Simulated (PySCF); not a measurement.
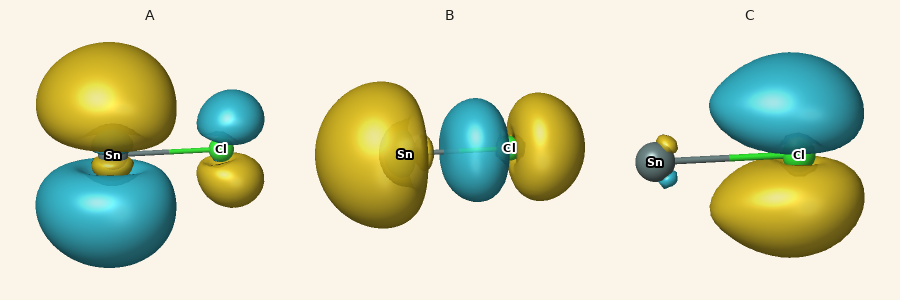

*SnCl (charge +1). Three frontier orbitals, each drawn at the value that holds 80 % of its norm (yellow and cyan are the two phases), in no order; of a degenerate pair one member is drawn.*

Core potentials replace the inner electrons of Sn.

All numbers below come from PBE0/def2-TZVPPD, non-relativistic Hamiltonian with scalar-relativistic core potentials where named, at a bond length of 2.268 Å (PySCF).

Name the orbitals and rank them from lowest to highest energy.

Orbital C: π, occupied, −15.23 eV; mainly on Cl (85 %).
Orbital B: σ, occupied, −15.10 eV; shared between the atoms (Sn 50 %, Cl 50 %).
Orbital A: π, empty, −9.03 eV; mainly on Sn (90 %).
